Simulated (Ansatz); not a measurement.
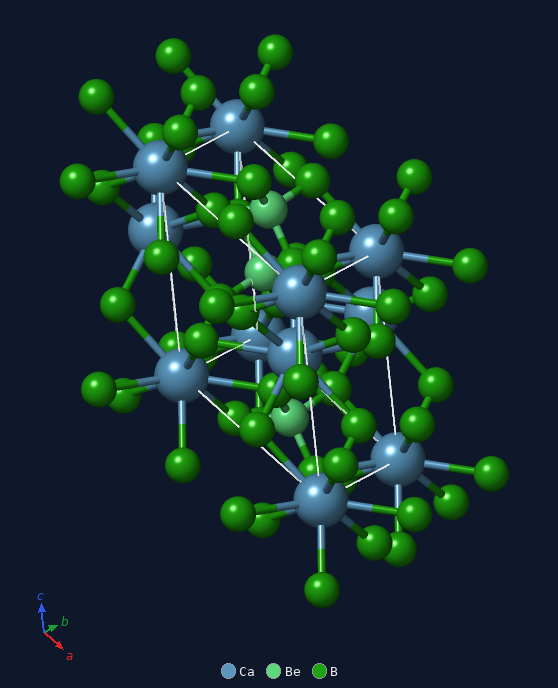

The structure above is drawn in ball-and-stick style and viewed slightly off an axis. The outline marks the simulation cell. The first bonded neighbours in the surrounding cells are also shown.

```yaml
crystal:
  lattice:
    - [-3.41300, 3.41300, 2.98461]
    - [3.41300, -3.41300, 2.98461]
    - [3.41300, 3.41300, -2.98461]
  atoms:
    - { symbol: Ca, position: [0.00000, 0.00000, 0.00000] }
    - { symbol: Ca, position: [0.75000, 0.25000, 0.50000] }
    - { symbol: Be, position: [0.50000, 0.50000, 0.00000] }
    - { symbol: Be, position: [0.25000, 0.75000, 0.50000] }
    - { symbol: B, position: [0.51000, 0.34000, 0.17000] }
    - { symbol: B, position: [0.09000, 0.42000, 0.33000] }
    - { symbol: B, position: [0.17000, 0.34000, 0.83000] }
    - { symbol: B, position: [0.09000, 0.76000, 0.67000] }
    - { symbol: B, position: [0.24000, 0.91000, 0.33000] }
    - { symbol: B, position: [0.66000, 0.49000, 0.83000] }
    - { symbol: B, position: [0.58000, 0.91000, 0.67000] }
    - { symbol: B, position: [0.66000, 0.83000, 0.17000] }
```

The calculation used DFT, PAW plane waves, r2SCAN (Ansatz), with E_cut = 500 eV, an 8×8×8 sampling of the Brillouin zone, Fermi-Dirac smearing of 0.1 eV, no spin polarisation. The pressure of the cell is 41 GPa.

Q: State the Bader charges by element.

A: Ca +1.07 e; Be +1.36 e; B -0.61 e.

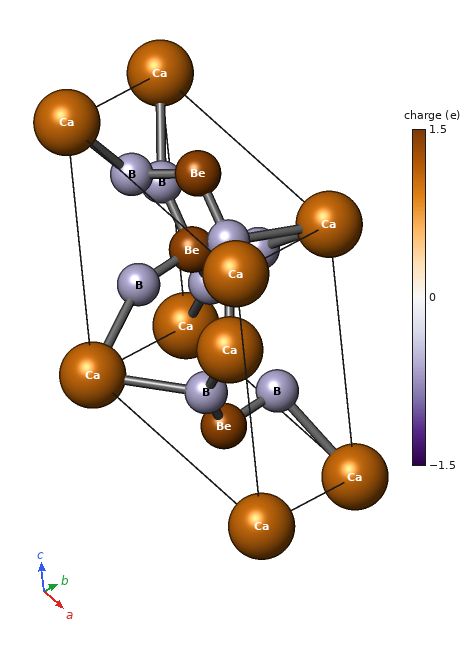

The atoms coloured by those charges.

The model is a generated cell, made by putting these elements into a known structure type (the compound may or may not exist in this form); its atoms and cell weren't optimised. It went into a calculation with Ansatz.

At this level of theory the cell isn't at rest (compressed, at 41 GPa and forces up to 2.9 eV/Å), so its distances can differ from those at equilibrium, the more so the softer the solid.
